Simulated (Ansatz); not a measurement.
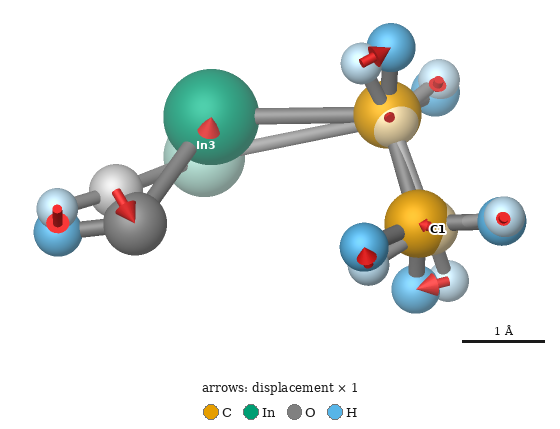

This is a relaxation of C2H6InO (multiplicity 2). The starting structure is drawn faded, the final one solid; red arrows show the displacements, at their true length. The two geometries are superimposed by the best rigid fit.

A ball-and-stick model, seen at a tilt.

The start comes from GFN2-xTB.

All numbers below come from UKS PBE0-D4/def2-TZVP (Ansatz 0.2.0).

Input
```yaml
crystal:
  periodic: [false, false, false]
  atoms:
    - {symbol: C, position_ang: [-1.270400, 0.433780, -0.012730]}
    - {symbol: C, position_ang: [-0.457340, -0.459420, 0.855930]}
    - {symbol: In, position_ang: [1.369790, -1.500940, -0.704180]}
    - {symbol: O, position_ang: [2.454050, 0.095650, -0.997850]}
    - {symbol: H, position_ang: [-1.809380, -0.132570, -0.773310]}
    - {symbol: H, position_ang: [-2.013460, 0.977310, 0.583040]}
    - {symbol: H, position_ang: [-0.636120, 1.172070, -0.501590]}
    - {symbol: H, position_ang: [-0.965890, -1.327110, 1.257490]}
    - {symbol: H, position_ang: [0.192370, 0.039760, 1.561020]}
    - {symbol: H, position_ang: [3.136390, 0.701470, -1.267820]}
basis:
  gaussian: {orbitals: def2-TZVP}
magnetization: {spin_polarized: true, initial_magnetization: 1}
hamiltonian: {xc: pbe0, dispersion: d4}
relax: {f_tol: 0.005, max_steps: 150}
```

Launched with:
```bash
ansatz run in.yaml --threads 4 --pin off --events-out ev --progress --plain --max-ram 10444MiB
```

> What happened in the run?

The atom that moves furthest after the best rigid fit is In3 (0.71 Å). Largest moves by element: In 0.71 Å, H 0.62 Å, O 0.49 Å, C 0.15 Å. Some distances before and after: C2–In3 2.619 → 2.244 Å, In3–O4 1.952 → 2.019 Å, C1–C2 1.488 → 1.514 Å, O4–H10 0.952 → 0.959 Å. Among the angles between lasting bonds that change: In3–O4–H10 164.1° → 116.0°, C2–In3–O4 98.7° → 106.7°, H8–C2–H9 114.2° → 108.7°. Groups turn about C2–In3 by about 40°. After 22 accepted moves (23 points after the start) the energy has fallen by 0.370 eV. Largest force component: 0.77 eV/Å at the start, 0.0012 eV/Å at the end. The line search rejected the trial step at point 9 of the run.
